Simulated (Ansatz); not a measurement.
# CH4InO (SMILES O=[CH][InH3-]) (charge −1): what the fields show

```yaml
atoms:
  - { symbol: C, position_ang: [-1.3007, 0.5810, 0.0435] }
  - { symbol: In, position_ang: [-1.3108, 0.7881, -2.2419] }
  - { symbol: O, position_ang: [-2.2264, 0.3157, 0.7961] }
  - { symbol: H, position_ang: [-0.2891, 0.7486, 0.5608] }
  - { symbol: H, position_ang: [-0.7368, 2.4544, -2.5632] }
  - { symbol: H, position_ang: [-0.1039, -0.4013, -2.8237] }
  - { symbol: H, position_ang: [-2.9382, 0.4872, -2.8960] }
```

Geometry: B3LYP-D3(BJ)/def2-SVPD; core potentials replace the inner electrons of In.

Method: Ansatz, isolated molecule in a Gaussian basis; Kohn-Sham density functional theory, functional PBE0.

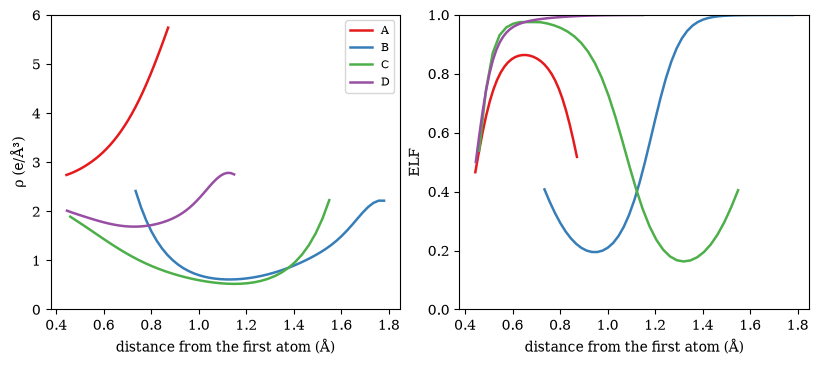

Figure 1. Electron density and electron localisation function along straight lines between neighbouring atoms. The curves leave out the atomic cores.

**Which curve belongs to which contact (C–H, C–In, C–O and In–H)? The first atom named is at distance zero.**

Curve A: C–O (1.22 Å): ρ at the midpoint is about 3.3 e/Å³; the ELF peaks at about 0.85 between the atoms (a short, multiple covalent bond). Curve B: In–H (1.78 Å): ρ is about 1 e/Å³ halfway; the ELF climbs to about 1 towards the hydrogen. Curve C: C–In (2.29 Å): ρ is about 0.52 e/Å³ halfway; the ELF peaks at about 1 in the valence shell of C, 0.6 Å from its nucleus, and drops to about 0.15 between the two atoms. Curve D: C–H (1.15 Å): ρ is about 1.8 e/Å³ halfway; the ELF climbs to about 1 towards the hydrogen (a covalent bond by its length).

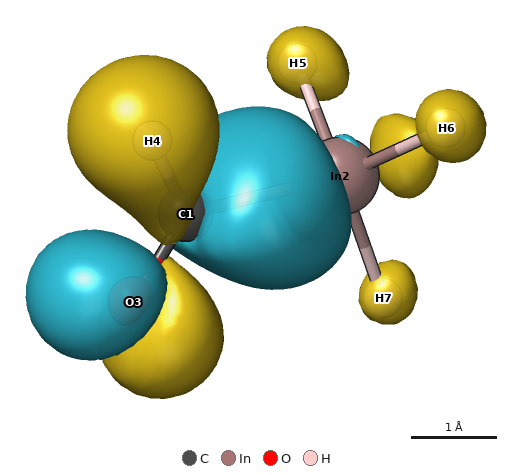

Figure 2. The HOMO at ±0.1 Å⁻³ᐟ² (yellow and cyan are the two phases), seen at an oblique angle.

**Where does this orbital lie, and at what energy?**

Its weight (Hirshfeld) is mainly on O3 (about 35 %), C1 (about 25 %), In2 (about 15 %) and H4 (about 15 %). Its energy is −1.29 eV.
